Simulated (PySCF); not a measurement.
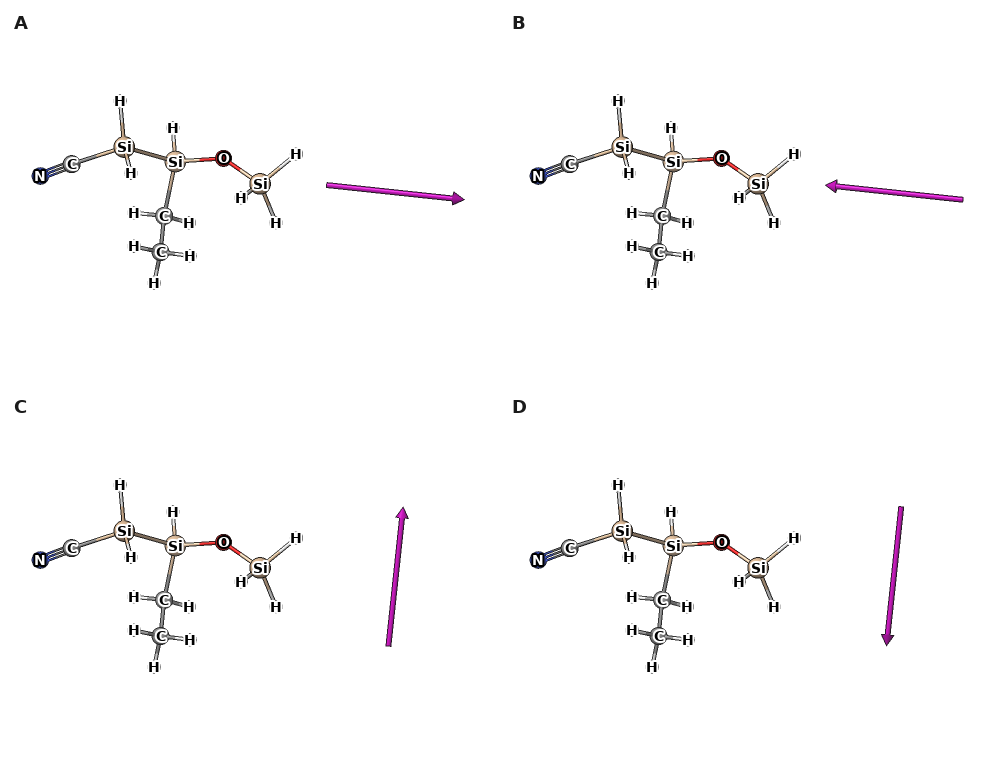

The same molecule four times, each with an arrow. The computed structure is the end point of a PBE0-D3(BJ)/def2-SVP optimisation. No frequency run is at hand to confirm it as a minimum. Level of theory: PBE0/pcSseg-1, gas phase (PySCF 2.14.0).

Which arrow points along the dipole moment, from the negative to the positive end?

A. The dipole moment is 3.61 D.
